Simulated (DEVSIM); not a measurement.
Device: Pd/SiON/p-Si capacitor, at 300 K.

```csv
layer (left to right),material,thickness (nm),Na (cm⁻³)
1,SiON,24.0,-
2,Si,3800,1.2e16
```

Metal gate on the left, work function 5.2 eV. Fixed charge at the semiconductor interface 0 cm⁻² (in units of +e); no interface traps.

The device is made up for the run: typed textbook-type constants, with dimensions and the other settings drawn at random. Values at 300 K.

```tsv
parameter	SiON	Si
gap (eV)	7	1.124
affinity (eV)	1.4	4.05
permittivity	5.5	11.7
Nc (cm⁻³)	-	2.86e19
Nv (cm⁻³)	-	3.1e19
```

Model (solved in DEVSIM): 1D Poisson equation in equilibrium, Boltzmann statistics, complete ionisation; no quantum confinement or tunnelling. Metal contacts follow the ideal Schottky-Mott rule: no Fermi-level pinning, no interface dipoles.

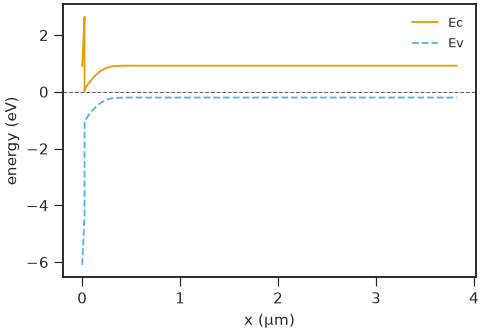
Band edges at 2.9 V on the gate

Energies count from the Fermi level of the right contact; mesh points crowd at the junctions.

| x (μm) | Ec (eV) | Ev (eV) | n (cm⁻³) | p (cm⁻³) | field (V/cm) |
|---|---|---|---|---|---|
| 0.000 | 0.900 | -6.100 | < 1e2 | < 1e2 | 740000 |
| 0.001564 | 1.015 | -5.985 | < 1e2 | < 1e2 | 740000 |
| 0.004837 | 1.256 | -5.744 | < 1e2 | < 1e2 | 740000 |
| 0.01200 | 1.784 | -5.216 | < 1e2 | < 1e2 | 740000 |
| 0.02073 | 2.427 | -4.573 | < 1e2 | < 1e2 | 740000 |
| 0.02317 | 2.606 | -4.394 | < 1e2 | < 1e2 | 740000 |
| 0.02441 | 0.030 | -1.094 | 8.9e18 | < 1e2 | 270000 |
| 0.02782 | 0.085 | -1.039 | 1.1e18 | 110 | 110000 |
| 0.03486 | 0.140 | -0.984 | 1.3e17 | 900 | 62000 |
| 0.05185 | 0.231 | -0.893 | 3.8e15 | 31000 | 50000 |
| 0.09285 | 0.419 | -0.705 | 2.6e12 | 4.5e7 | 42000 |
| 0.2444 | 0.843 | -0.281 | 200000 | 5.9e14 | 14000 |
| 0.5574 | 0.921 | -0.203 | 9700 | 1.2e16 | ≈ 0 |
| 1.270 | 0.921 | -0.203 | 9700 | 1.2e16 | ≈ 0 |
| 2.923 | 0.921 | -0.203 | 9700 | 1.2e16 | ≈ 0 |
| 3.438 | 0.921 | -0.203 | 9700 | 1.2e16 | ≈ 0 |
| 3.665 | 0.921 | -0.203 | 9700 | 1.2e16 | ≈ 0 |
| 3.759 | 0.921 | -0.203 | 9700 | 1.2e16 | ≈ 0 |
| 3.804 | 0.921 | -0.203 | 9700 | 1.2e16 | ≈ 0 |
| 3.817 | 0.921 | -0.203 | 9700 | 1.2e16 | ≈ 0 |
| 3.822 | 0.921 | -0.203 | 9700 | 1.2e16 | ≈ 0 |
| 3.824 | 0.921 | -0.203 | 9700 | 1.2e16 | ≈ 0 |
